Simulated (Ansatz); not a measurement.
Electronic density of states of amorphous Al28O45Lu2, density 3.63 g/cm³, on a 2×2×2 Γ-centred mesh with a Gaussian width of 0.1 eV; energies count from the Fermi level, whose place inside the gap is arbitrary. Cell and mesh are small, so fine structure isn't converged. Method: PBE, scalar-relativistic without spin-orbit coupling (plane waves to 420 eV, PAW; Ansatz, a first-principles code). Sampling: a 2×2×2 Γ-centred mesh; Fermi-Dirac width 0.02 eV; no spin polarisation. At PBE the levels at the filled edge of the gap are localised (band-tail or defect states), and the nearest spread-out levels lie 4.1 eV apart at the zone centre.

It comes from a melt-quench run on a machine-learned potential (CHGNet), relaxed afterwards by DFT. O atoms were pushed apart under 1.9 Å during the dynamics, to hinder bonds among them. The hot cell started wider than the set density and was brought back towards it in steps. It is the lowest in DFT energy of 2 quenches. It is a model cell: composition and starting density were chosen by hand, and all elements were melted together. No dispersion term was used. Its density started from a set value of 3.63 and ended at 3.63 g/cm³. The simulated quench (nominally 280 K/ps over its main leg) is rapid and tends to freeze in more defects than a deposited or slowly cooled glass has. One small periodic cell is one sample of the glass; other quenches scatter about these values. The volume was held where the preparation left it and the shape relaxed, at a PBE pressure of 2.9 GPa. Stress components on the final sampling reach 3.0 GPa.

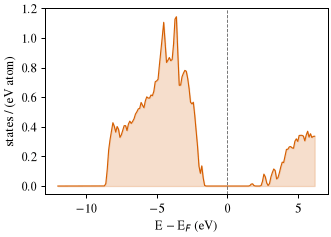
*Density of states per atom*

The level gap on this mesh is 3.54 eV; the broadening fills part of it in the curve.
